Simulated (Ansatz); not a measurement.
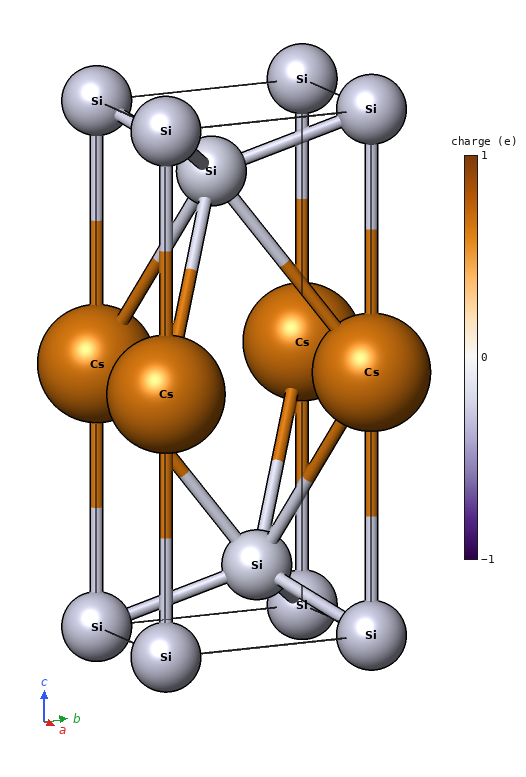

We look at a ball-and-stick model of the crystal slightly off an axis. One simulation cell is outlined, and atoms on its boundary appear in each equivalent place. The atoms of this CsSi3 cell are coloured by their Bader charge.

Level of theory and settings: DFT PBE, scalar-relativistic, plane waves, PAW (Ansatz), wavefunction cutoff 420 eV, 12×12×6 k-mesh, Gaussian smearing of 0.1 eV, no spin polarisation.

Question: Which way does the charge move?

Answer: Most positive: Cs; most negative: Si. Charges: about Cs +0.7 e; Si -0.2 e.

Provenance: a structure type filled with these elements by a generator (whether the compound takes this form wasn't checked). Earlier steps of the study may have refined or changed the cell and positions. It went into a calculation with Ansatz.
